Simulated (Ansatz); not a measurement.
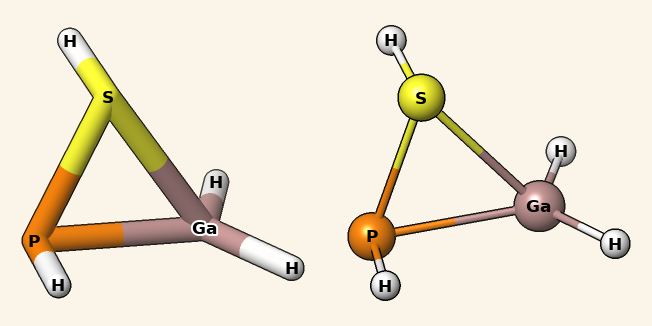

Two views of one molecule.

Description:

The molecule is GaH4PS. Coordination, clear cases only: 1 S trigonal pyramidal; 1 P trigonal pyramidal.

The parts below concern this one geometry. Atoms keep their numbers from picture to picture. The geometry was computed by an optimisation with PBE0-D4/def2-TZVP.

## Levels of theory compared

Program: Ansatz 0.2.0.

Tabulate HOMO energy (eV), HOMO–LUMO gap (eV), dipole (D) at these levels: B3LYP-D4/def2-TZVPP; PBE-D4/def2-TZVPP; r2SCAN-D4/def2-TZVPP; ωB97M-V/def2-TZVPP.

```
               level  HOMO energy (eV)  HOMO–LUMO gap (eV)  dipole (D)
 B3LYP-D4/def2-TZVPP             −6.52                5.15        0.64
   PBE-D4/def2-TZVPP             −5.72                3.65        0.75
r2SCAN-D4/def2-TZVPP             −5.94                4.07        0.71
  ωB97M-V/def2-TZVPP             −8.73                9.50        0.56
```

## Vibrations

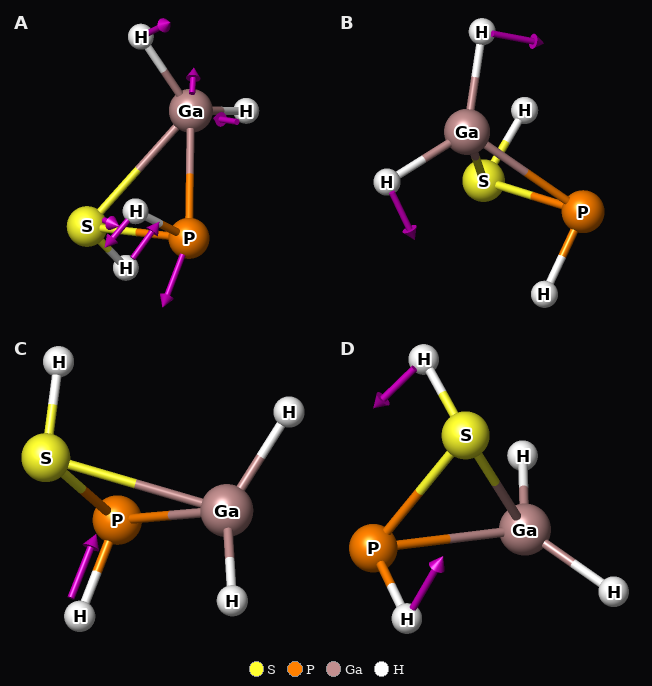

4 normal modes of one molecule or complex, as arrows. Harmonic vibrations computed with RKS PBE0-D4/def2-TZVP (Ansatz 0.2.0) at a stationary point of the same level.

Match the panels to the wavenumbers 331 cm⁻¹, 715 cm⁻¹, 923 cm⁻¹, 2406 cm⁻¹.

A: 331 cm⁻¹
B: 715 cm⁻¹, angle bending
C: 2406 cm⁻¹, P–H stretching
D: 923 cm⁻¹, angle bending

## Thermal motion

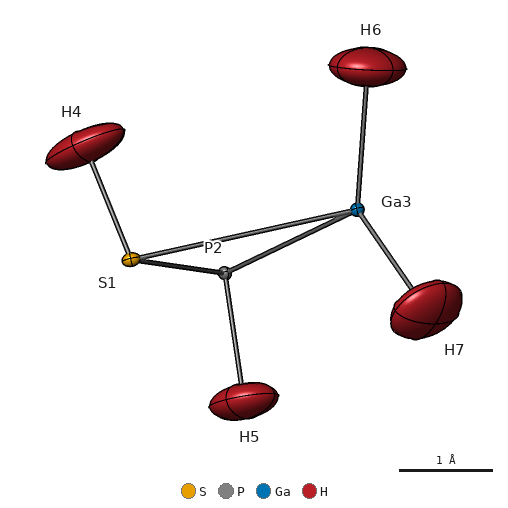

Displacement ellipsoids at the 50 % level, enlarged 1.5 times, from the internal vibrations of the free molecule (harmonic, no overall translation or rotation; no half-axis is drawn under 0.075 Å). Vibrations computed with RKS PBE0-D4/def2-TZVP (Ansatz 0.2.0). Temperature: 0 K (zero-point motion alone).

Give the displacement parameters, one line for each set of equivalent atoms. Atoms whose distances differ by more than 0.02 Å in this geometry are listed apart.

```tsv
atom	U_eq (Å²)	rms amplitudes (Å)
S1	0.00083	0.008, 0.024, 0.043
P2	0.00068	0.008, 0.027, 0.035
Ga3	0.00023	0.005, 0.013, 0.022
H4	0.0235	0.078, 0.146, 0.208
H5	0.0193	0.082, 0.144, 0.175
H6	0.0250	0.091, 0.175, 0.190
H7	0.0253	0.091, 0.176, 0.191
```

## Charges

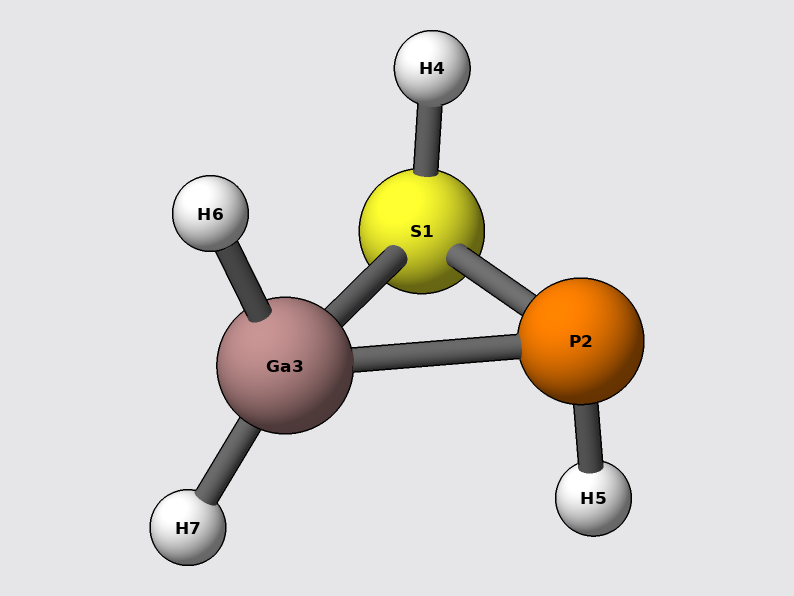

The questions are on Mulliken charges. Level of theory: RKS PBE0-D4/def2-TZVP (Ansatz 0.2.0).

Which atom carries the highest charge (most positive or least negative)?

Ga3 (0.22 e).

And the lowest?

S1 (−0.19 e).

List the Mulliken charges.

```
atom  value (e)
  S1      −0.19
  P2      −0.17
 Ga3       0.22
  H4       0.19
  H5       0.10
  H6      −0.07
  H7      −0.07
```

Mulliken values depend strongly on the basis set and can even reverse the polarity of a bond.
